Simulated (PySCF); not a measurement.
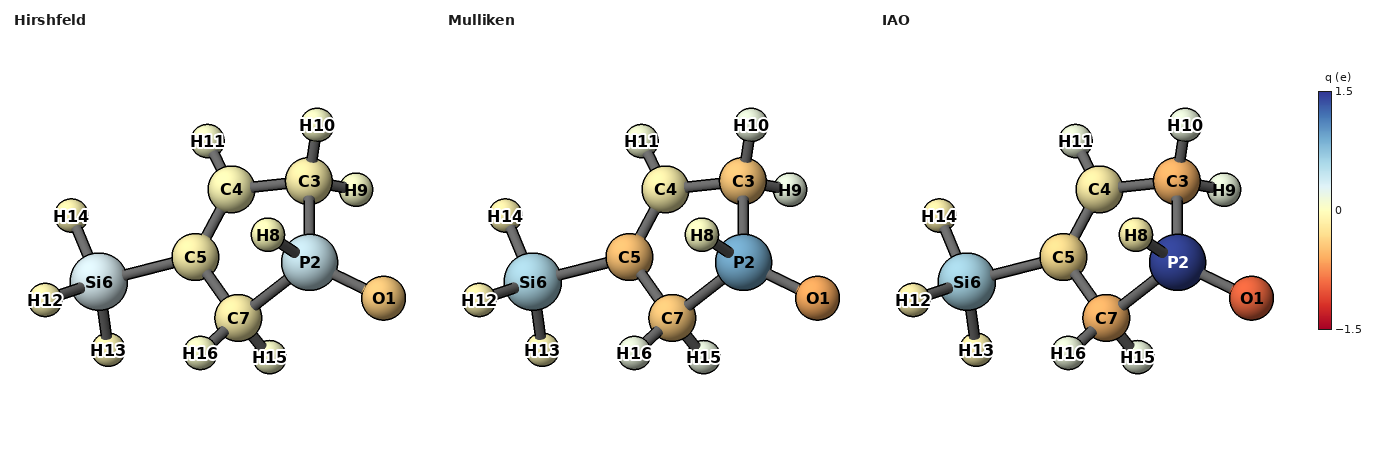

Atomic charges of one calculation by 3 schemes, on one colour scale. The geometry was computed by an optimisation with GFN2-xTB. No frequency run is at hand to confirm it as a minimum. Computed with PBE0/pcSseg-1 (PySCF 2.14.0).

Which scheme gives the most polar picture (largest mean size of the charges)?

The IAO charges are the largest in size here, and the Hirshfeld charges the smallest.

On which atom do the schemes disagree most?

On P2 (from 0.42 to 1.42 e).

List the charges (e), one line for each set of equivalent atoms.

```csv
atom,Hirshfeld,Mulliken,IAO
O1,−0.41,−0.60,−0.90
P2,0.42,0.87,1.42
C3,−0.11,−0.43,−0.54
C4,−0.04,−0.10,−0.14
C5,−0.09,−0.46,−0.28
Si6,0.31,0.57,0.60
C7,−0.12,−0.42,−0.53
H8,−0.01,0.03,−0.10
H9,0.06,0.18,0.17
H10,0.06,0.17,0.16
H11,0.05,0.09,0.15
H12,−0.07,−0.08,−0.12
H13,−0.07,−0.08,−0.12
H14,−0.07,−0.10,−0.11
H15,0.06,0.18,0.17
H16,0.05,0.16,0.16
```

The geometry is semi-empirical. Around P, Si such bond lengths and angles can be off by a tenth of an ångström or more and by several degrees, and values that hang on the shape move with them.
